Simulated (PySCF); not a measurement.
# C3H5SSi: a changed input and its effect

System: C3H5SSi, charge −1, SMILES [C-]#CCS[SiH3].
Method of run 1: GIAO PBE0/pcSseg-1 NMR shielding, non-relativistic, gas phase (PySCF 2.14.0).

The geometry comes from this level: PBE0-D3(BJ)/def2-SVP. Text and figures count atoms from 1; the logs count them from 0 in places.

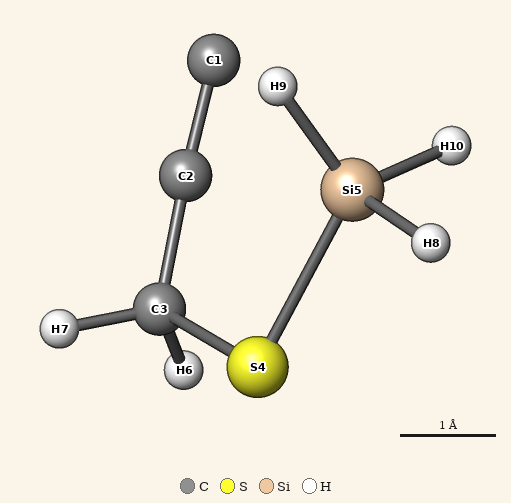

Fig. 1: The input geometry (ball-and-stick view, seen at a tilt; atoms are numbered from 1 in the order of the input).

The input, run 1:
```
{"job": {"kind": "nmr", "xc": "PBE0", "basis": "pcSseg-1"}, "charge": -1, "multiplicity": 1}
C     -1.652518     1.378007     0.318471
C     -1.383034     0.154725     0.272565
C     -0.970527    -1.233120     0.200167
S      0.860074    -1.311866    -0.169902
Si     1.196080     0.814166    -0.271220
H     -1.475826    -1.802628    -0.601274
H     -1.122395    -1.788698     1.143652
H      2.688612     0.684134    -0.580527
H      1.188939     1.587670     1.001747
H      0.676250     1.551952    -1.456316
```

The first line tells a small driver script what to run in PySCF; the rest is the geometry in Å.

Command:
```bash
OMP_NUM_THREADS=1 python <driver script> task.json out
```

Hardware: 1 CPU thread, shared host.

Output (run 1):
```
coarse grid: 9608 points
cycle   1  E = -804.3862081902  dE =  2.926e-01  |g| = 4.779e-01  |ddm| = 3.028e+00
cycle   2  E = -804.3137204610  dE =  7.249e-02  |g| = 6.744e-01  |ddm| = 3.276e+00
cycle   3  E = -804.4555701306  dE = -1.418e-01  |g| = 1.831e-01  |ddm| = 2.348e+00
cycle   4  E = -804.4640060017  dE = -8.436e-03  |g| = 5.424e-02  |ddm| = 2.170e-01
cycle   5  E = -804.4646739347  dE = -6.679e-04  |g| = 1.808e-02  |ddm| = 6.737e-02
cycle   6  E = -804.4647643310  dE = -9.040e-05  |g| = 3.512e-03  |ddm| = 2.838e-02
cycle   7  E = -804.4647671149  dE = -2.784e-06  |g| = 1.083e-03  |ddm| = 5.319e-03
final grid: 84160 points
cycle   8  E = -804.4974104978  dE = -1.171e-05  |g| = 5.408e-03  |ddm| = 2.542e-02
cycle   9  E = -804.4974039692  dE =  6.529e-06  |g| = 7.210e-03  |ddm| = 1.766e-02
cycle  10  E = -804.4974181410  dE = -1.417e-05  |g| = 9.183e-04  |ddm| = 9.201e-03
cycle  11  E = -804.4974183390  dE = -1.980e-07  |g| = 3.204e-04  |ddm| = 1.407e-03
cycle  12  E = -804.4974183675  dE = -2.855e-08  |g| = 4.559e-05  |ddm| = 5.161e-04
cycle  13  E = -804.4974183682  dE = -6.251e-10  |g| = 1.610e-05  |ddm| = 9.759e-05
converged SCF energy = -804.4974183682

GIAO shielding tensors (ppm)
atom      isotropic    diamagn.    paramagn.     s11        s22        s33       span
  0 C      -10.994     280.235    -291.229   -126.486   -114.176    207.679    334.166
  1 C       78.954     265.734    -186.780    -35.159      4.808    267.212    302.371
  2 C      161.156     248.625     -87.469    146.767    161.804    174.897     28.130
  3 S      582.286    1058.406    -476.120    237.159    586.417    923.282    686.123
  4 Si     455.935     876.707    -420.772    342.594    507.248    517.963    175.368
  5 H       28.160      29.257      -1.098     22.255     27.015     35.208     12.953
  6 H       28.160      29.269      -1.109     22.272     27.007     35.202     12.930
  7 H       27.397      28.300      -0.903     24.964     25.039     32.187      7.223
  8 H       26.346      29.129      -2.784     22.511     24.299     32.226      9.715
  9 H       26.342      29.115      -2.773     22.503     24.297     32.225      9.722
```

For run 2 the input was changed thus:
```diff
-"xc": "PBE0"
-"basis": "pcSseg-1"
+"xc": "B3LYP"
+"basis": "pcSseg-2"
+"pop": false
```

How does run 2 compare with run 1?

The total energies belong to different models, so their difference says nothing on which is more stable or more accurate. The HOMO goes from −1.68 to −1.63 eV. The LUMO goes from 4.12 to 3.40 eV. Of all shieldings, the largest change is that of S4, by −45.2 ppm. The functional changes from PBE0 to B3LYP. The SCF takes 15 iterations against 13. The basis functions go from 124 to 264.

Output (run 2):
```
coarse grid: 9608 points
cycle   1  E = -804.9696982804  dE =  2.664e-01  |g| = 5.376e-01  |ddm| = 2.442e+00
cycle   2  E = -804.7670717167  dE =  2.026e-01  |g| = 9.248e-01  |ddm| = 1.914e+01
cycle   3  E = -805.0539874556  dE = -2.869e-01  |g| = 2.113e-01  |ddm| = 1.782e+01
cycle   4  E = -805.0641745241  dE = -1.019e-02  |g| = 1.023e-01  |ddm| = 4.430e-01
cycle   5  E = -805.0664705509  dE = -2.296e-03  |g| = 3.576e-02  |ddm| = 1.111e-01
cycle   6  E = -805.0668015641  dE = -3.310e-04  |g| = 8.075e-03  |ddm| = 5.026e-02
cycle   7  E = -805.0668153693  dE = -1.381e-05  |g| = 1.951e-03  |ddm| = 1.380e-02
cycle   8  E = -805.0668163421  dE = -9.728e-07  |g| = 5.187e-04  |ddm| = 6.250e-03
final grid: 84160 points
cycle   9  E = -805.0790724785  dE = -3.060e-05  |g| = 3.743e-03  |ddm| = 3.786e-02
cycle  10  E = -805.0790685971  dE =  3.881e-06  |g| = 5.256e-03  |ddm| = 2.375e-02
cycle  11  E = -805.0790756614  dE = -7.064e-06  |g| = 1.098e-03  |ddm| = 1.064e-02
cycle  12  E = -805.0790759194  dE = -2.581e-07  |g| = 4.381e-04  |ddm| = 3.701e-03
cycle  13  E = -805.0790759682  dE = -4.875e-08  |g| = 1.153e-04  |ddm| = 1.684e-03
cycle  14  E = -805.0790759718  dE = -3.600e-09  |g| = 2.636e-05  |ddm| = 2.256e-04
cycle  15  E = -805.0790759720  dE = -1.655e-10  |g| = 4.220e-06  |ddm| = 3.208e-05
converged SCF energy = -805.0790759720

GIAO shielding tensors (ppm)
atom      isotropic    diamagn.    paramagn.     s11        s22        s33       span
  0 C      -14.256     296.431    -310.687   -122.750   -115.897    195.879    318.629
  1 C       67.331     257.975    -190.644    -43.565     -8.987    254.545    298.109
  2 C      153.689     239.787     -86.098    137.872    154.230    168.964     31.092
  3 S      537.043    1058.317    -521.275    213.711    522.515    874.902    661.191
  4 Si     432.885     877.061    -444.176    316.488    484.406    497.761    181.273
  5 H       27.716      29.230      -1.514     21.941     27.082     34.126     12.185
  6 H       27.718      29.236      -1.517     21.965     27.072     34.118     12.153
  7 H       27.286      29.446      -2.161     25.002     25.123     31.732      6.730
  8 H       26.355      30.382      -4.027     22.956     24.544     31.566      8.610
  9 H       26.352      30.356      -4.003     22.948     24.540     31.569      8.621
```

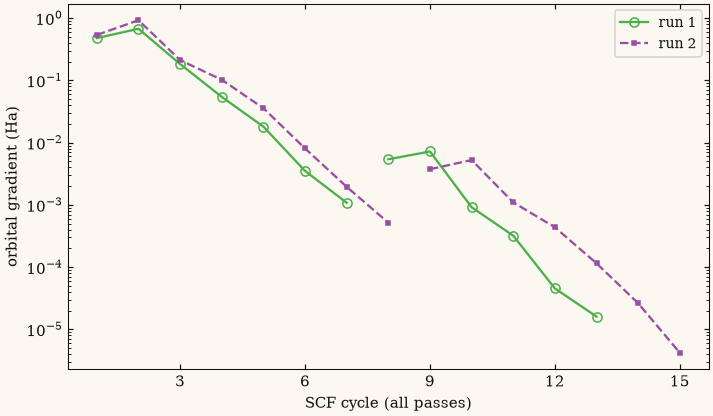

Fig. 2: Convergence of the two runs: orbital gradient against the SCF cycle. A break in a curve parts two SCF passes (coarse and final grid). Run 1 takes 13 cycles in all, and run 2 takes 15.

The two runs side by side:

```tsv
quantity	run 1	run 2
outcome	converged	converged
total energy (hartree)	−804.497418	−805.079076
HOMO (eV)	−1.68	−1.63
LUMO (eV)	4.12	3.40
shielding of C1 (ppm)	−11.0	−14.3
shielding of C2 (ppm)	79.0	67.3
shielding of C3 (ppm)	161.2	153.7
shielding of S4 (ppm)	582.3	537.0
shielding of Si5 (ppm)	455.9	432.9
shielding of H6 (ppm)	28.2	27.7
shielding of H7 (ppm)	28.2	27.7
SCF iterations	13	15
basis functions	124	264
wall time (shared host)	16 s	50 s
```
